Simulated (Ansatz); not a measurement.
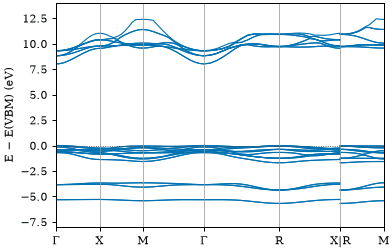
Figure: Band structure from plane-wave PAW r²SCAN with spin–orbit coupling (Ansatz code)

Q: Read off the gap and where the band edges lie.

A: About 8.0 eV (8.01 eV by a search for the band edges); maximum at Γ, minimum at Γ.

The material is CsCaF$_{3}$ (cubic perovskite, space group No. 221).

Space group Pm-3m (cubic perovskite). The workflow started from a Materials Project entry (that database holds measured and hypothetical structures alike); the Crystallography Open Database copy checked does not list it. Whether it is the stable phase at ambient conditions was not checked. Symmetry was held in the r²SCAN relaxation; whether a distortion lowers the energy is not shown.

Potentials: the later of the program's two PAW sets.
